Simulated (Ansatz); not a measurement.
CH6INSSi (SMILES C[Si](N)(S)I)

Input

```
crystal:
  periodic: [false, false, false]
  atoms:
    - { symbol: C, position_ang: [-1.1361, 0.8509, -0.3339] }
    - { symbol: Si, position_ang: [0.3369, 0.0978, 0.2825] }
    - { symbol: "N", position_ang: [0.9523, -1.0259, -0.8206] }
    - { symbol: S, position_ang: [0.0245, -1.0055, 2.0425] }
    - { symbol: I, position_ang: [2.0872, 1.7324, 0.6804] }
    - { symbol: H, position_ang: [-1.0009, 1.4589, -1.2775] }
    - { symbol: H, position_ang: [-1.5693, 1.6121, 0.379] }
    - { symbol: H, position_ang: [-1.9285, 0.1759, -0.5609] }
    - { symbol: H, position_ang: [0.48423, -0.88435, -1.69286] }
    - { symbol: H, position_ang: [0.59016, -1.97305, -0.50491] }
    - { symbol: H, position_ang: [-0.8699, -1.9145, 1.4921] }
basis:
  gaussian: { orbitals: def2-SVP }
hamiltonian:
  xc: b3lyp
relax:
  f_tol: 0.015
  max_steps: 40
output:
  orbitals: {}
```

Launched as:

```sh
ansatz run input.yaml --threads 2 --pin off --max-ram 3072MiB --backend cpu --events-out ev --progress --plain --runs-dir out
```

The fields are those of the relaxed geometry.

Core potentials replace the inner electrons of I.

Computed with RKS B3LYP/def2-SVP in Ansatz.

What can the converged electron density and electron localisation function tell about the bonding?

Si–N (1.72 Å): ρ at the midpoint is about 1.1 e/Å³; the ELF peaks at about 0.90 between the atoms (a polar covalent bond).
C–Si (1.87 Å): ρ at the midpoint is about 0.98 e/Å³; the ELF peaks at about 0.95 between the atoms; localised, covalent bonding.
N–H (1.02 Å): the density is about 2.7 e/Å³ at the midpoint; the ELF climbs to about 1 towards the hydrogen, as it does in any bond to H: an ordinary covalent bond to hydrogen.
C–H (1.10 Å): the density is about 1.9 e/Å³ at the midpoint; the ELF climbs to about 1 towards the hydrogen; a covalent bond by its length.

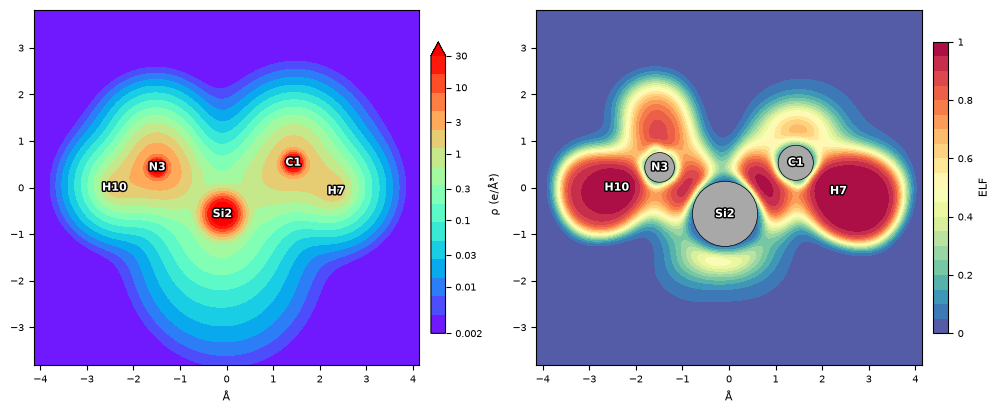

Computed electron density and electron localisation function on the plane of atoms Si2, C1 and H7, in this order. Grey discs cover the atomic cores in the ELF map. 
